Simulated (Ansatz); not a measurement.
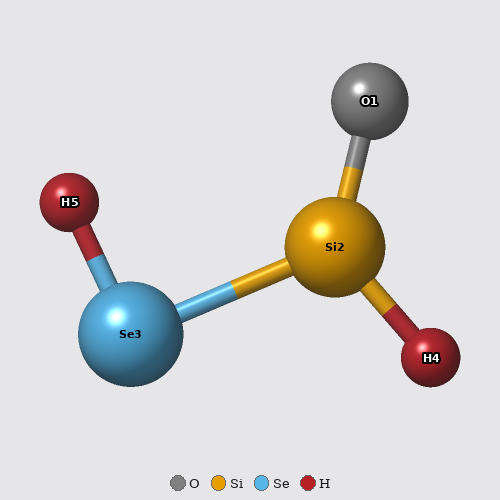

The system is H2OSeSi, SMILES O=[SiH][SeH]; the picture shows the reference structure. The first coordinate is: angle H4–Si2–Se3; the second: angle H5–Se3–Si2. Nothing is relaxed (all other coordinates rigid). The scan uses a 13 × 13 grid. Energies are in kJ/mol, from the lowest grid point. These are results of RKS B3LYP-D4/def2-TZVP in Ansatz 0.2.0, not measurements.

Its coordinates:

```yaml
atoms:
  - { symbol: O, position_ang: [-0.8569, -0.7492, 1.4176] }
  - { symbol: Si, position_ang: [-0.5592, -0.3963, -0.0297] }
  - { symbol: Se, position_ang: [1.1294, 0.8816, -0.7758] }
  - { symbol: H, position_ang: [-1.3392, -0.8392, -1.2049] }
  - { symbol: H, position_ang: [1.6260, 1.1031, 0.5930] }
```

Range: angle H4–Si2–Se3 from 82.6 to 132.6°; angle H5–Se3–Si2 from 66.7 to 116.7°.

Q: Predict the map.

A: The lowest grid point is at angle H4–Si2–Se3 = 107.6°, angle H5–Se3–Si2 = 91.7°. It is the only kind of minimum in the scanned range. The highest grid point, angle H4–Si2–Se3 = 82.6°, angle H5–Se3–Si2 = 66.7°, lies 103.1 kJ/mol above the lowest. Round the minimum the valley is somewhat tilted: raising angle H4–Si2–Se3 shifts the best value of angle H5–Se3–Si2 downwards (coupling k₁₂/√(k₁₁k₂₂) about 0.2).

```
angle H5–Se3–Si2 ↓, angle H4–Si2–Se3 →   82.6  86.8  91.0  95.1  99.3  103.5  107.6  111.8  116.0  120.1  124.3  128.5  132.6
                                 116.7   57.6  45.6  36.6  30.6  27.0   26.1   27.7   31.7   38.2   46.8   57.9   71.4   86.6
                                 112.6   53.1  40.3  30.6  24.0  19.9   18.5   19.6   23.2   29.3   37.6   48.4   61.6   76.7
                                 108.4   50.0  36.4  25.9  18.6  14.0   12.0   12.6   15.8   21.5   29.4   40.0   52.9   67.7
                                 104.2   48.4  33.9  22.7  14.8   9.5    7.0    7.1    9.9   15.1   22.7   32.9   45.6   60.2
                                 100.1   48.3  33.0  21.1  12.5   6.6    3.6    3.2    5.5   10.4   17.6   27.5   39.8   54.2
                                  95.9   49.8  33.7  21.0  11.8   5.3    1.6    0.8    2.6    7.1   13.9   23.4   35.5   49.6
                                  91.7   52.9  36.0  22.6  12.6   5.5    1.3    0.0    1.3    5.4   11.8   21.0   32.7   46.5
                                  87.6   57.4  39.7  25.6  15.1   7.4    2.7    0.8    1.7    5.3   11.4   20.2   31.6   45.2
                                  83.4   63.7  45.2  30.4  19.2  10.9    5.7    3.4    3.8    7.0   12.7   21.2   32.2   45.5
                                  79.2   71.4  52.3  36.8  25.0  16.2   10.4    7.7    7.7   10.4   15.8   23.9   34.6   47.6
                                  75.1   80.4  60.7  44.6  32.3  23.0   16.8   13.6   13.2   15.5   20.5   28.3   38.7   51.4
                                  70.9   91.1  70.8  54.3  41.5  31.7   25.0   21.4   20.6   22.6   27.2   34.7   44.7   57.1
                                  66.7  103.1  82.4  65.5  52.3  42.1   35.1   31.1   29.9   31.6   35.9   43.0   52.8   64.9
```

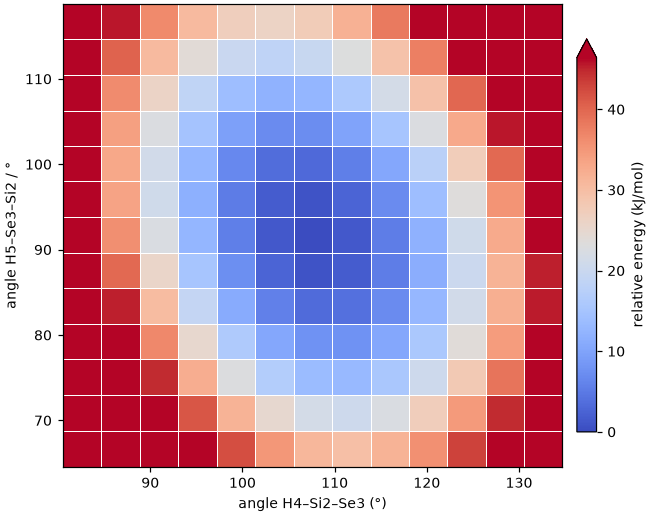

In the figure: one coloured cell a grid point, one colour for all values above the top of the scale.

The whole map (169 points run) took 13 min on 1 thread of Arm Neoverse V1, with other jobs on the host.
